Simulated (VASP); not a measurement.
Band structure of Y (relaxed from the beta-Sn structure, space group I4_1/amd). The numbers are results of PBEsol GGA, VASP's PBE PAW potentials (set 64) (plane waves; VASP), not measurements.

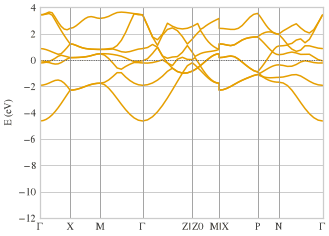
Figure. Bands along high-symmetry lines, zero at the valence-band maximum or, without a gap, the Fermi level

Read the plot: is there a gap, and where are the band edges?

It has no gap at this level: it comes out as a metal or semimetal. (Edges off the drawn lines would not show.)

The structure was generated: Y was put into the beta-Sn type (I4_1/amd), which need not be its known phase. It was relaxed first, which changed the volume by -11 %.
